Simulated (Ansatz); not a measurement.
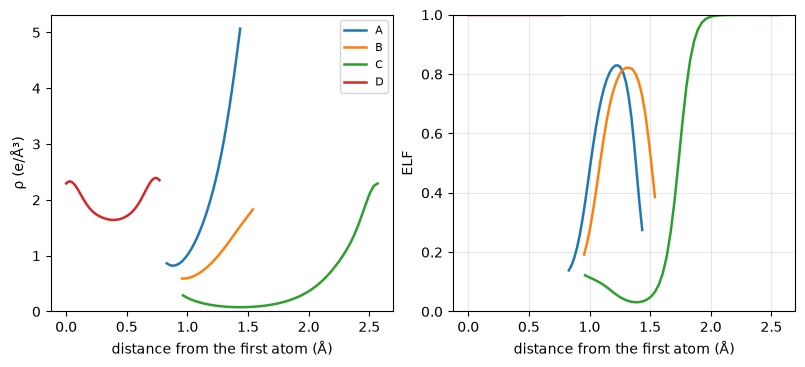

ClHOZn···H2. Electron density and ELF along straight lines between neighbouring atoms. The curves leave out the atomic cores.

Computed with RKS BLYP-D4/def2-SVP (Ansatz 0.2.0).

```yaml
atoms:
  - { symbol: Zn, position_ang: [0.3540, -0.1133, 0.3217] }
  - { symbol: Cl, position_ang: [1.0389, 0.1929, 2.3082] }
  - { symbol: O, position_ang: [-0.3325, -0.3504, -1.3184] }
  - { symbol: H, position_ang: [0.3493, -0.5328, -1.9946] }
  - { symbol: H, position_ang: [-2.1962, -0.4159, 0.3761] }
  - { symbol: H, position_ang: [-2.1909, -0.2840, 1.1334] }
```

Q: Which curve belongs to which contact (H–H, Zn–Cl, Zn–H and Zn–O)? The first atom named is at distance zero.

A: Curve A: Zn–O (1.79 Å): ρ at the midpoint is about 0.82 e/Å³; the ELF peaks at about 0.85 in the valence shell of O, 0.6 Å from its nucleus, and is about 0.20 at the midpoint. Curve B: Zn–Cl (2.12 Å): the density is about 0.64 e/Å³ at the midpoint; the ELF peaks at about 0.80 in the valence shell of Cl, 0.8 Å from its nucleus, and is about 0.45 at the midpoint. Curve C: Zn1···H5 (2.57 Å): the density falls to about 0.08 e/Å³ on the way; the ELF dips to about 0.05 between them. Curve D: H–H (0.77 Å): ρ at the midpoint is about 1.6 e/Å³; the ELF is about 1 at the midpoint.
